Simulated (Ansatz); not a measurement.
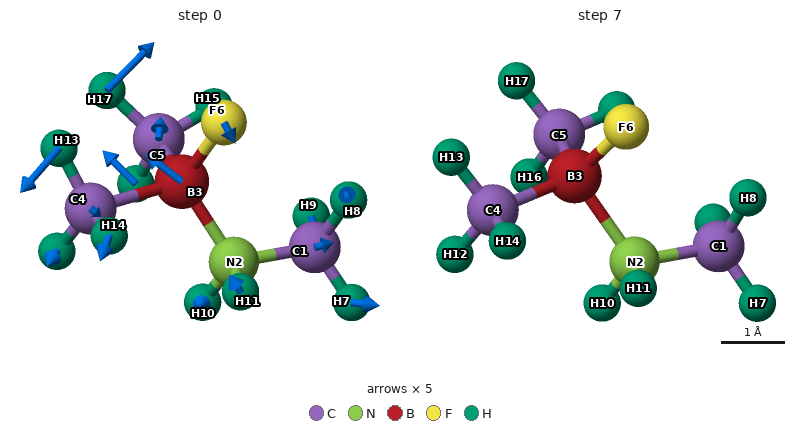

The structure of C$_{3}$H$_{11}$BFN (coarse preliminary run) before (left) and after (right) a relaxation, at one scale. The blue arrows give the displacements, 5 times their true length.

The picture is a ball-and-stick view, seen from a free direction.

The start comes from a force field.

The calculation used RKS PBE-D4/def2-SVP in Ansatz 0.2.0.

Input
```yaml
crystal:
  periodic: [false, false, false]
  atoms:
    - {symbol: C, position_ang: [-1.478000, -1.332000, -0.516000]}
    - {symbol: N, position_ang: [-0.094400, -1.007300, -0.429300]}
    - {symbol: B, position_ang: [0.186100, 0.501500, -0.197100]}
    - {symbol: C, position_ang: [1.882900, 0.750600, -0.272800]}
    - {symbol: C, position_ang: [-0.310500, 0.969300, 1.247200]}
    - {symbol: F, position_ang: [-0.419500, 1.327600, -1.214400]}
    - {symbol: H, position_ang: [-1.650300, -2.358900, -0.767200]}
    - {symbol: H, position_ang: [-1.959700, -0.669100, -1.342700]}
    - {symbol: H, position_ang: [-2.035500, -1.069900, 0.479600]}
    - {symbol: H, position_ang: [0.315300, -1.577700, 0.371000]}
    - {symbol: H, position_ang: [0.350600, -1.302100, -1.303200]}
    - {symbol: H, position_ang: [2.345800, 0.160100, 0.534500]}
    - {symbol: H, position_ang: [1.990600, 1.843500, -0.145700]}
    - {symbol: H, position_ang: [2.159500, 0.434400, -1.246600]}
    - {symbol: H, position_ang: [-1.418300, 1.064700, 1.255200]}
    - {symbol: H, position_ang: [-0.017700, 0.273000, 2.061000]}
    - {symbol: H, position_ang: [0.134200, 1.992000, 1.526500]}
basis:
  gaussian: {orbitals: def2-SVP}
hamiltonian: {xc: pbe, dispersion: d4}
relax: {f_tol: 0.03, max_steps: 200}
```

Run as
```bash
ansatz run in.yaml --threads 4 --pin off --events-out ev --progress --plain --max-ram 11315MiB
```

Q: Describe what moved and what it gained.

A: The energy falls by 0.787 eV in 7 geometry steps. The largest force component goes from 3.4 to 0.011 eV/Å. The largest move after the best rigid fit is that of H17, 0.23 Å. Largest moves by element: H 0.23 Å, B 0.15 Å, C 0.09 Å, F 0.08 Å, N 0.01 Å. Near-neighbour distances that change, for instance: N2–B3 1.552 → 1.696 Å, B3–C4 1.717 → 1.619 Å, C1–H9 1.171 → 1.105 Å, C1–H8 1.164 → 1.105 Å. Bond angles that change, for instance: N2–B3–F6 112.0° → 101.3°, C4–B3–C5 107.7° → 116.2°, B3–C4–H14 104.8° → 113.1°. The run took 16 s on 4 threads of Arm Neoverse V2 (shared host).
